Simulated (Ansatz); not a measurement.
# C2H10BNSi: two geometries relaxed

Are the two ends of the inversion of the pyramid at N5 separate minima, and which lies lower? Each is relaxed from a guess. SMILES of the start: C[SiH2]B(C)N.

Method: RKS B3LYP/def2-SVP, in Ansatz 0.2.0.

### 1 Starting point

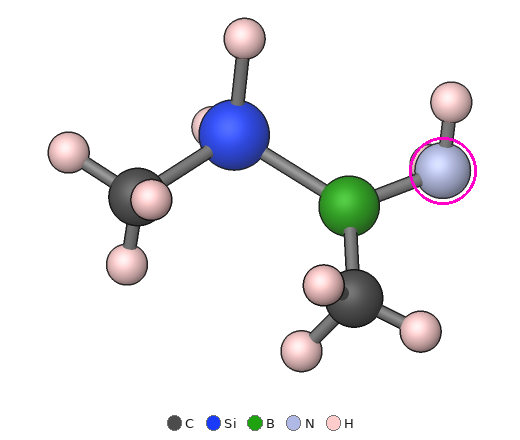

Start, viewed from a chosen angle; carbon dark grey, silicon blue, boron green, nitrogen light blue, hydrogen pink. Ringed: N5.

Structure file:

```xyz
15

C    -1.3145    0.6298    1.5430
Si   -0.4800    1.1566   -0.0402
B     0.5720   -0.3207   -0.7057
C     0.7088   -1.6864    0.0989
N     1.4253   -0.1718   -1.9826
H    -1.9734    1.5452    1.8871
H    -0.5922    0.4042    2.3115
H    -1.9857   -0.1760    1.3239
H     0.3995    2.3291    0.2719
H    -1.4630    1.5255   -1.0405
H     1.2899   -2.4185   -0.3937
H    -0.3713   -2.1100    0.1709
H     0.9651   -1.4966    1.1148
H     2.0390    0.6592   -1.8047
H     0.7588    0.0797   -2.7252
```

### 2 Relaxing end A

input.yaml reads:

```yaml
crystal:
  periodic: [false, false, false]
  atoms:
    - { symbol: C, position_ang: [-1.3145, 0.6298, 1.543] }
    - { symbol: Si, position_ang: [-0.48, 1.1566, -0.0402] }
    - { symbol: B, position_ang: [0.572, -0.3207, -0.7057] }
    - { symbol: C, position_ang: [0.7088, -1.6864, 0.0989] }
    - { symbol: "N", position_ang: [1.4253, -0.1718, -1.9826] }
    - { symbol: H, position_ang: [-1.9734, 1.5452, 1.8871] }
    - { symbol: H, position_ang: [-0.5922, 0.4042, 2.3115] }
    - { symbol: H, position_ang: [-1.9857, -0.176, 1.3239] }
    - { symbol: H, position_ang: [0.3995, 2.3291, 0.2719] }
    - { symbol: H, position_ang: [-1.463, 1.5255, -1.0405] }
    - { symbol: H, position_ang: [1.2899, -2.4185, -0.3937] }
    - { symbol: H, position_ang: [-0.3713, -2.11, 0.1709] }
    - { symbol: H, position_ang: [0.9651, -1.4966, 1.1148] }
    - { symbol: H, position_ang: [2.039, 0.6592, -1.8047] }
    - { symbol: H, position_ang: [0.7588, 0.0797, -2.7252] }
basis:
  gaussian: { orbitals: def2-SVP }
hamiltonian:
  xc: b3lyp
relax:
  f_tol: 0.015
  max_steps: 40
```

Run with:

```console
$ ansatz run input.yaml --threads 2 --pin off --max-ram 3072MiB --backend cpu --events-out ev --progress --plain --runs-dir out
```

The program printed (excerpt; [...] marks lines left out):

```text
Warning: RAYON_NUM_THREADS=2 ignored (pool sized by the plan → 2); use --threads N
[...]
Functional definition: B3LYP
[...]
1378 factors; integrals over basis functions are off by at most 3.8e-4 eV
[...]
mean field -12275.88818274 eV, -451.1305698200 hartree, gradient 3.8e-5 eV, S^2 0.000000; 0 other end points of the search recorded, 0 dependent functions left out
[...]
reference -12275.88846461 eV, -451.1305801782 hartree; 24, 24 occupied and 100, 100 virtual orbitals, 1378 factors
relax step   1: F+E_penalty+E_count = -12275.88818274 eV  Δ(F+E_penalty+E_count) = +0.000e0 eV  max|allowed force component| = 3.178e0 eV/Å  Δτ_max = 0.0000 Å  (25 SCF iters, accepted)
[...]
relax step   6: F+E_penalty+E_count = -12277.20247807 eV  Δ(F+E_penalty+E_count) = -2.527e-1 eV  max|allowed force component| = 1.500e0 eV/Å  Δτ_max = 0.1999 Å  (28 SCF iters, accepted)
[...]
relax step  11: F+E_penalty+E_count = -12277.73512456 eV  Δ(F+E_penalty+E_count) = -3.028e-2 eV  max|allowed force component| = 2.977e-1 eV/Å  Δτ_max = 0.1147 Å  (28 SCF iters, accepted)
[...]
relax step  16: F+E_penalty+E_count = -12277.74576030 eV  Δ(F+E_penalty+E_count) = -1.189e-3 eV  max|allowed force component| = 8.200e-2 eV/Å  Δτ_max = 0.0516 Å  (28 SCF iters, accepted)
[...]
relax step  19: F+E_penalty+E_count = -12277.75298643 eV  Δ(F+E_penalty+E_count) = -3.471e-3 eV  max|allowed force component| = 9.388e-2 eV/Å  Δτ_max = 0.0979 Å  (27 SCF iters, accepted)
relax step  20: F+E_penalty+E_count = -12277.75201333 eV  Δ(F+E_penalty+E_count) = +9.731e-4 eV  max|allowed force component| = 2.162e-1 eV/Å  Δτ_max = 0.1464 Å  (28 SCF iters, rejected (line search))
```

### 3 The log goes on: end point A relaxed

Output, continued (excerpt; [...] marks lines left out):

```text
relax step  21: F+E_penalty+E_count = -12277.75675235 eV  Δ(F+E_penalty+E_count) = -3.766e-3 eV  max|allowed force component| = 8.577e-2 eV/Å  Δτ_max = 0.0726 Å  (28 SCF iters, accepted)
[...]
relax step  23: F+E_penalty+E_count = -12277.76298615 eV  Δ(F+E_penalty+E_count) = -3.236e-3 eV  max|allowed force component| = 1.223e-1 eV/Å  Δτ_max = 0.1101 Å  (27 SCF iters, accepted)
[...]
relax step  25: F+E_penalty+E_count = -12277.76654460 eV  Δ(F+E_penalty+E_count) = -1.625e-3 eV  max|allowed force component| = 9.027e-2 eV/Å  Δτ_max = 0.0179 Å  (29 SCF iters, accepted)
[...]
relax step  27: F+E_penalty+E_count = -12277.76948719 eV  Δ(F+E_penalty+E_count) = -1.157e-3 eV  max|allowed force component| = 2.192e-2 eV/Å  Δτ_max = 0.0649 Å  (28 SCF iters, accepted)
[...]
Atom 5 at    -2.291771     1.537499     1.798172 Å, force    -0.000167    -0.000572     0.000083 eV/Å
Atom 6 at    -1.431030     0.011544     2.121212 Å, force     0.001259    -0.004285     0.005252 eV/Å
Atom 7 at    -2.537531     0.131258     0.731017 Å, force    -0.005046    -0.003387    -0.002881 eV/Å
Atom 8 at     0.593813     2.057999     1.085219 Å, force     0.005400    -0.001235     0.001542 eV/Å
Atom 9 at    -0.876696     2.209659    -0.803668 Å, force    -0.000596     0.000899    -0.004582 eV/Å
Atom 10 at     1.778431    -2.246952    -0.418488 Å, force     0.000143    -0.000154    -0.000321 eV/Å
Atom 11 at     0.432016    -2.018499     0.727973 Å, force    -0.000437    -0.001375     0.003279 eV/Å
Atom 12 at     1.932527    -1.130537     0.965227 Å, force     0.002414     0.001854     0.000982 eV/Å
Atom 13 at     1.318249    -0.981262    -2.561694 Å, force    -0.000728    -0.002134    -0.001185 eV/Å
Atom 14 at     0.471343     0.484217    -2.643089 Å, force    -0.001017     0.001068     0.000278 eV/Å
Dipole moment:     0.072377    -0.237285    -0.358986 e Å
```

It took 89 s on 2 threads of Intel Xeon Platinum 8488C (Sapphire Rapids), shared host; peak memory 0.32 GiB.

Relaxation path, one in 2:

```
step  energy from step 1 (eV)  largest force component (eV/Å)
   1                   0.0000                          3.1779
   3                  -0.6471                          1.1894
   5                  -1.0616                          2.0485
   7                  -1.5369                          1.6295
   9                  -1.7730                          0.9429
  11                  -1.8469                          0.2977
  13                  -1.8530                          0.0823
  15                  -1.8564                          0.0834
 17x                  -1.8562                          0.2575
  19                  -1.8648                          0.0939
  21                  -1.8686                          0.0858
  23                  -1.8748                          0.1223
  25                  -1.8784                          0.0903
  27                  -1.8813                          0.0219
  29                  -1.8821                          0.0219
  31                  -1.8822                          0.0081
```

Step 1 is the start. 3 steps were tried and not accepted (marked x).

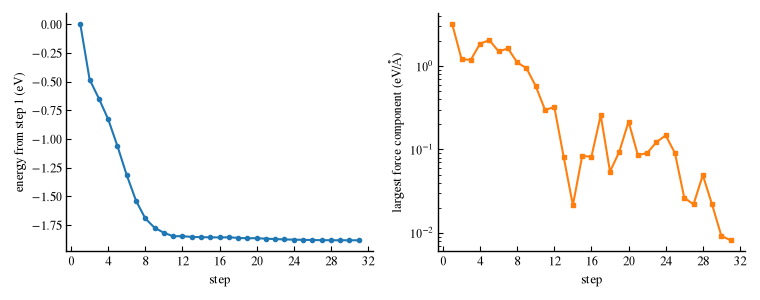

How energy and force went from step to step.

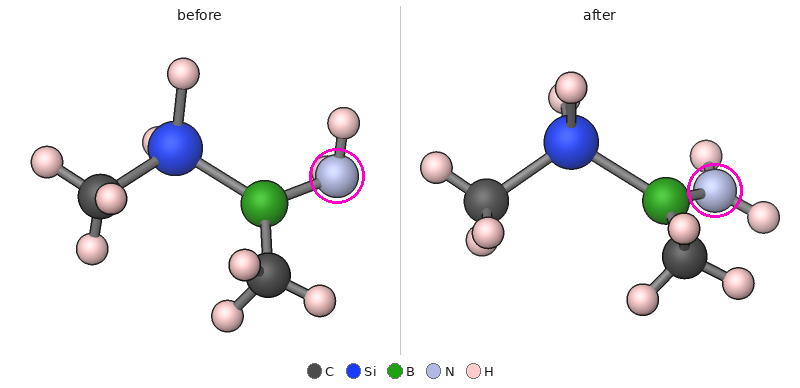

Before and after, at one scale.

After: Bond lengths: C1–Si2 1.901 Å, Si2–B3 2.041 Å, B3–C4 1.585 Å, B3–N5 1.398 Å, C1–H6 1.102 Å, C1–H7 1.102 Å, C1–H8 1.102 Å, Si2–H9 1.502 Å, Si2–H10 1.504 Å, C4–H11 1.105 Å, C4–H12 1.105 Å, C4–H13 1.105 Å, N5–H14 1.017 Å, N5–H15 1.014 Å. Angles (14 of 24 angles, heavy atoms first): C1–Si2–B3 113.2°, Si2–B3–C4 121.6°, Si2–B3–N5 118.3°, C4–B3–N5 120.2°, C1–Si2–H9 107.9°, C1–Si2–H10 108.4°, B3–Si2–H9 110.4°, B3–Si2–H10 110.8°, Si2–C1–H6 111.2°, Si2–C1–H7 110.8°, Si2–C1–H8 111.1°, B3–C4–H11 113.9°, B3–C4–H12 110.7°, B3–C4–H13 110.9°.

### 4 Relaxing end B

The second end starts from a geometry with the move made by hand.

input.yaml, as its differences from that of step 2:

```diff
@@ -16,4 +16,4 @@
     - { symbol: H, position_ang: [0.9651, -1.4966, 1.1148] }
-    - { symbol: H, position_ang: [2.039, 0.6592, -1.8047] }
-    - { symbol: H, position_ang: [0.7588, 0.0797, -2.7252] }
+    - { symbol: H, position_ang: [2.40327, -0.40423, -1.68528] }
+    - { symbol: H, position_ang: [1.10026, -0.91715, -2.61326] }
 basis:
```

Run with:

```console
$ ansatz run input.yaml --threads 2 --pin off --max-ram 3072MiB --backend cpu --events-out ev --progress --plain --runs-dir out
```

The program printed (excerpt; [...] marks lines left out):

```text
Warning: RAYON_NUM_THREADS=2 ignored (pool sized by the plan → 2); use --threads N
[...]
[... 1 set-up line as earlier in the session ...]
[...]
1378 factors; integrals over basis functions are off by at most 3.8e-4 eV
[...]
mean field -12275.86551136 eV, -451.1297366619 hartree, gradient 2.1e-5 eV, S^2 0.000000; 0 other end points of the search recorded, 0 dependent functions left out
[...]
reference -12275.86579417 eV, -451.1297470550 hartree; 24, 24 occupied and 100, 100 virtual orbitals, 1378 factors
relax step   1: F+E_penalty+E_count = -12275.86551136 eV  Δ(F+E_penalty+E_count) = +0.000e0 eV  max|allowed force component| = 3.271e0 eV/Å  Δτ_max = 0.0000 Å  (28 SCF iters, accepted)
[...]
relax step   4: F+E_penalty+E_count = -12276.75390757 eV  Δ(F+E_penalty+E_count) = -1.904e-1 eV  max|allowed force component| = 1.898e0 eV/Å  Δτ_max = 0.2000 Å  (28 SCF iters, accepted)
[...]
relax step   7: F+E_penalty+E_count = -12277.55144469 eV  Δ(F+E_penalty+E_count) = -2.581e-1 eV  max|allowed force component| = 8.923e-1 eV/Å  Δτ_max = 0.1998 Å  (28 SCF iters, accepted)
[...]
relax step  10: F+E_penalty+E_count = -12277.73229480 eV  Δ(F+E_penalty+E_count) = -9.058e-3 eV  max|allowed force component| = 2.122e-1 eV/Å  Δτ_max = 0.0622 Å  (28 SCF iters, accepted)
[...]
relax step  13: F+E_penalty+E_count = -12277.73714719 eV  Δ(F+E_penalty+E_count) = +1.214e-2 eV  max|allowed force component| = 6.070e-1 eV/Å  Δτ_max = 0.1952 Å  (27 SCF iters, rejected (line search))
[...]
relax step  14: F+E_penalty+E_count = -12277.75322306 eV  Δ(F+E_penalty+E_count) = -3.935e-3 eV  max|allowed force component| = 4.735e-2 eV/Å  Δτ_max = 0.0976 Å  (27 SCF iters, accepted)
[...]
relax step  15: F+E_penalty+E_count = -12277.75569088 eV  Δ(F+E_penalty+E_count) = -2.468e-3 eV  max|allowed force component| = 1.476e-1 eV/Å  Δτ_max = 0.0976 Å  (27 SCF iters, accepted)
```

### 5 The log goes on: end point B relaxed

The log, continued:

```text
these checks for a lower state are left out or cut short: starts, cluster_reference, orbital_swaps, neighbouring_geometries, increment
1378 factors; integrals over basis functions are off by at most 4.5e-4 eV
mean field -12277.75738543 eV, -451.1992617516 hartree, gradient 1.1e-5 eV, S^2 0.000000; 0 other end points of the search recorded, 0 dependent functions left out
the calculation of the forces begins
reference -12277.75767281 eV, -451.1992723126 hartree; 24, 24 occupied and 100, 100 virtual orbitals, 1378 factors
relax step  16: F+E_penalty+E_count = -12277.75738543 eV  Δ(F+E_penalty+E_count) = -1.695e-3 eV  max|allowed force component| = 1.527e-1 eV/Å  Δτ_max = 0.0550 Å  (28 SCF iters, accepted)
these checks for a lower state are left out or cut short: starts, cluster_reference, orbital_swaps, neighbouring_geometries, increment
1378 factors; integrals over basis functions are off by at most 4.2e-4 eV
mean field evaluation 128: about -12277.7608 eV, gradient 1.9e-4 eV
mean field -12277.76082303 eV, -451.1993880810 hartree, gradient 1.5e-5 eV, S^2 0.000000; 0 other end points of the search recorded, 0 dependent functions left out
the calculation of the forces begins
reference -12277.76111189 eV, -451.1993986966 hartree; 24, 24 occupied and 100, 100 virtual orbitals, 1378 factors
relax step  17: F+E_penalty+E_count = -12277.76082303 eV  Δ(F+E_penalty+E_count) = -3.438e-3 eV  max|allowed force component| = 1.540e-1 eV/Å  Δτ_max = 0.1073 Å  (27 SCF iters, accepted)
these checks for a lower state are left out or cut short: starts, cluster_reference, orbital_swaps, neighbouring_geometries, increment
1378 factors; integrals over basis functions are off by at most 4.1e-4 eV
mean field -12277.76312669 eV, -451.1994727392 hartree, gradient 1.3e-5 eV, S^2 0.000000; 0 other end points of the search recorded, 0 dependent functions left out
the calculation of the forces begins
reference -12277.76341570 eV, -451.1994833600 hartree; 24, 24 occupied and 100, 100 virtual orbitals, 1378 factors
relax step  18: F+E_penalty+E_count = -12277.76312669 eV  Δ(F+E_penalty+E_count) = -2.304e-3 eV  max|allowed force component| = 1.378e-1 eV/Å  Δτ_max = 0.0866 Å  (28 SCF iters, accepted)
these checks for a lower state are left out or cut short: starts, cluster_reference, orbital_swaps, neighbouring_geometries, increment
1378 factors; integrals over basis functions are off by at most 4.0e-4 eV
mean field -12277.76519909 eV, -451.1995488982 hartree, gradient 1.2e-5 eV, S^2 0.000000; 0 other end points of the search recorded, 0 dependent functions left out
the calculation of the forces begins
reference -12277.76548798 eV, -451.1995595149 hartree; 24, 24 occupied and 100, 100 virtual orbitals, 1378 factors
relax step  19: F+E_penalty+E_count = -12277.76519909 eV  Δ(F+E_penalty+E_count) = -2.072e-3 eV  max|allowed force component| = 1.216e-1 eV/Å  Δτ_max = 0.0676 Å  (28 SCF iters, accepted)
these checks for a lower state are left out or cut short: starts, cluster_reference, orbital_swaps, neighbouring_geometries, increment
1378 factors; integrals over basis functions are off by at most 4.0e-4 eV
mean field -12277.76749246 eV, -451.1996331782 hartree, gradient 1.2e-5 eV, S^2 0.000000; 0 other end points of the search recorded, 0 dependent functions left out
the calculation of the forces begins
reference -12277.76778121 eV, -451.1996437897 hartree; 24, 24 occupied and 100, 100 virtual orbitals, 1378 factors
relax step  20: F+E_penalty+E_count = -12277.76749246 eV  Δ(F+E_penalty+E_count) = -2.293e-3 eV  max|allowed force component| = 1.041e-1 eV/Å  Δτ_max = 0.0750 Å  (28 SCF iters, accepted)
these checks for a lower state are left out or cut short: starts, cluster_reference, orbital_swaps, neighbouring_geometries, increment
1378 factors; integrals over basis functions are off by at most 4.0e-4 eV
mean field -12277.76912920 eV, -451.1996933271 hartree, gradient 1.2e-5 eV, S^2 0.000000; 0 other end points of the search recorded, 0 dependent functions left out
the calculation of the forces begins
reference -12277.76941744 eV, -451.1997039198 hartree; 24, 24 occupied and 100, 100 virtual orbitals, 1378 factors
relax step  21: F+E_penalty+E_count = -12277.76912920 eV  Δ(F+E_penalty+E_count) = -1.637e-3 eV  max|allowed force component| = 8.306e-2 eV/Å  Δτ_max = 0.0686 Å  (28 SCF iters, accepted)
these checks for a lower state are left out or cut short: starts, cluster_reference, orbital_swaps, neighbouring_geometries, increment
1378 factors; integrals over basis functions are off by at most 4.0e-4 eV
mean field evaluation 160: about -12277.7480 eV, gradient 2.1e-2 eV
mean field -12277.76989097 eV, -451.1997213219 hartree, gradient 1.2e-5 eV, S^2 0.000000; 0 other end points of the search recorded, 0 dependent functions left out
the calculation of the forces begins
reference -12277.77017835 eV, -451.1997318829 hartree; 24, 24 occupied and 100, 100 virtual orbitals, 1378 factors
relax step  22: F+E_penalty+E_count = -12277.76989097 eV  Δ(F+E_penalty+E_count) = -7.618e-4 eV  max|allowed force component| = 6.746e-2 eV/Å  Δτ_max = 0.0699 Å  (28 SCF iters, accepted)
these checks for a lower state are left out or cut short: starts, cluster_reference, orbital_swaps, neighbouring_geometries, increment
1378 factors; integrals over basis functions are off by at most 4.0e-4 eV
mean field -12277.77028428 eV, -451.1997357758 hartree, gradient 1.2e-5 eV, S^2 0.000000; 0 other end points of the search recorded, 0 dependent functions left out
the calculation of the forces begins
reference -12277.77057140 eV, -451.1997463273 hartree; 24, 24 occupied and 100, 100 virtual orbitals, 1378 factors
relax step  23: F+E_penalty+E_count = -12277.77028428 eV  Δ(F+E_penalty+E_count) = -3.933e-4 eV  max|allowed force component| = 3.722e-2 eV/Å  Δτ_max = 0.0315 Å  (29 SCF iters, accepted)
these checks for a lower state are left out or cut short: starts, cluster_reference, orbital_swaps, neighbouring_geometries, increment
1378 factors; integrals over basis functions are off by at most 4.0e-4 eV
mean field -12277.77043549 eV, -451.1997413326 hartree, gradient 1.7e-5 eV, S^2 0.000000; 0 other end points of the search recorded, 0 dependent functions left out
the calculation of the forces begins
reference -12277.77072251 eV, -451.1997518803 hartree; 24, 24 occupied and 100, 100 virtual orbitals, 1378 factors
relax step  24: F+E_penalty+E_count = -12277.77043549 eV  Δ(F+E_penalty+E_count) = -1.512e-4 eV  max|allowed force component| = 1.389e-2 eV/Å  Δτ_max = 0.0058 Å  (22 SCF iters, accepted)
1378 factors; integrals over basis functions are off by at most 4.0e-4 eV
mean field evaluation 192: about -12277.7704 eV, gradient 7.5e-4 eV
mean field -12277.77043549 eV, -451.1997413326 hartree, gradient 1.7e-5 eV, S^2 0.000000; 1 other end points of the search recorded, 0 dependent functions left out
the calculation of the forces begins
reference -12277.77072251 eV, -451.1997518803 hartree; 24, 24 occupied and 100, 100 virtual orbitals, 1378 factors
Total energy: -12277.77072251 eV, -451.1997518803 hartree
Atom 0 at    -1.736122     0.694826     1.255003 Å, force     0.012748     0.005738    -0.010926 eV/Å
Atom 1 at    -0.260392     1.140487     0.139676 Å, force    -0.010167    -0.001961     0.011570 eV/Å
Atom 2 at     0.704390    -0.494255    -0.611156 Å, force     0.004984    -0.001085    -0.013891 eV/Å
Atom 3 at     1.231241    -1.653264     0.333407 Å, force    -0.003860     0.006888    -0.005360 eV/Å
Atom 4 at     0.898382    -0.570938    -1.993868 Å, force     0.002027    -0.002100     0.000970 eV/Å
Atom 5 at    -2.219565     1.599513     1.656883 Å, force    -0.000858    -0.000978     0.000304 eV/Å
Atom 6 at    -1.408752     0.078499     2.108169 Å, force    -0.000067    -0.001165     0.001283 eV/Å
Atom 7 at    -2.495280     0.122763     0.697350 Å, force    -0.001746    -0.001281     0.000284 eV/Å
Atom 8 at     0.688711     1.980331     0.946786 Å, force    -0.002470    -0.000642    -0.004702 eV/Å
Atom 9 at    -0.755252     2.027115    -0.970835 Å, force     0.004841    -0.002035     0.003119 eV/Å
Atom 10 at     1.749124    -2.467871    -0.203481 Å, force    -0.001660    -0.001524     0.001930 eV/Å
Atom 11 at     0.397494    -2.103143     0.902085 Å, force     0.001083    -0.004161     0.001917 eV/Å
Atom 12 at     1.927370    -1.254784     1.093137 Å, force    -0.000198     0.000810    -0.000965 eV/Å
Atom 13 at     1.378222    -1.346846    -2.443388 Å, force    -0.005316     0.011222     0.007979 eV/Å
Atom 14 at     0.584458     0.136586    -2.649008 Å, force     0.000659    -0.007727     0.006488 eV/Å
Dipole moment:     0.072395    -0.264516    -0.338533 e Å
```

It took 72 s on 2 threads of Intel Xeon Platinum 8488C (Sapphire Rapids), shared host; peak memory 0.31 GiB.

The steps of the relaxation:

```
step  energy from step 1 (eV)  largest force component (eV/Å)
   1                   0.0000                          3.2713
   2                  -0.4946                          1.2395
   3                  -0.6980                          1.5239
   4                  -0.8884                          1.8976
   5                  -1.1564                          1.8961
   6                  -1.4278                          1.4151
   7                  -1.6859                          0.8923
   8                  -1.8335                          0.3959
   9                  -1.8577                          0.3633
  10                  -1.8668                          0.2122
  11                  -1.8779                          0.0653
  12                  -1.8838                          0.0626
 13x                  -1.8716                          0.6070
  14                  -1.8877                          0.0473
  15                  -1.8902                          0.1476
  16                  -1.8919                          0.1527
  17                  -1.8953                          0.1540
  18                  -1.8976                          0.1378
  19                  -1.8997                          0.1216
  20                  -1.9020                          0.1041
  21                  -1.9036                          0.0831
  22                  -1.9044                          0.0675
  23                  -1.9048                          0.0372
  24                  -1.9049                          0.0139
```

Step 1 is the start. 1 step was tried and not accepted (marked x).

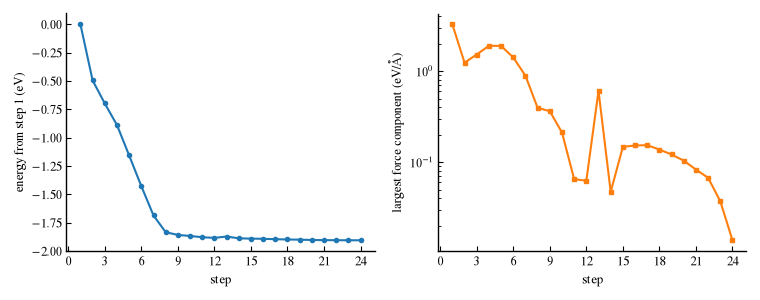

Energy and largest force along the relaxation.

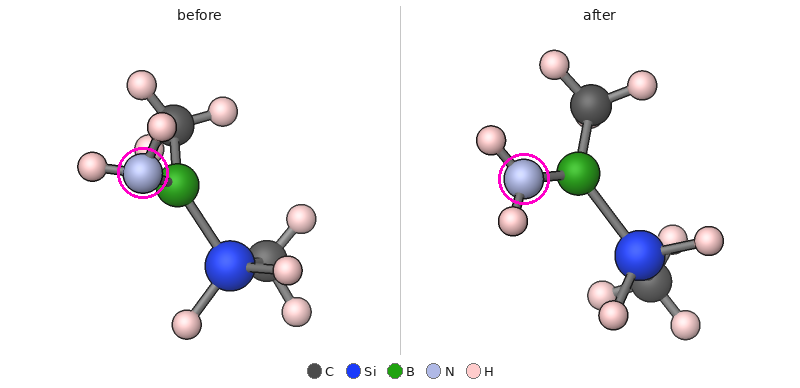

Before and after, at one scale.

After: Bond lengths: C1–Si2 1.903 Å, Si2–B3 2.041 Å, B3–C4 1.585 Å, B3–N5 1.398 Å, C1–H6 1.102 Å, C1–H7 1.102 Å, C1–H8 1.102 Å, Si2–H9 1.503 Å, Si2–H10 1.505 Å, C4–H11 1.105 Å, C4–H12 1.105 Å, C4–H13 1.105 Å, N5–H14 1.017 Å, N5–H15 1.014 Å. Angles (14 of 24 angles, heavy atoms first): C1–Si2–B3 113.2°, Si2–B3–C4 121.6°, Si2–B3–N5 118.2°, C4–B3–N5 120.2°, C1–Si2–H9 107.8°, C1–Si2–H10 108.4°, B3–Si2–H9 110.3°, B3–Si2–H10 110.8°, Si2–C1–H6 111.2°, Si2–C1–H7 110.8°, Si2–C1–H8 111.1°, B3–C4–H11 113.9°, B3–C4–H12 110.7°, B3–C4–H13 110.8°.

### 6 Outcome

```
                           quantity                     value
                              end A  27 moves, 1.882 eV lower
                              end B  22 moves, 1.905 eV lower
largest difference between the ends                    0.01 Å
            end B relative to end A                 -0.000 eV
```

Both starts fell into the same minimum (no atom differs by more than 0.01 Å), so from this start no second minimum was found and no band was run; another arrangement could still be one.
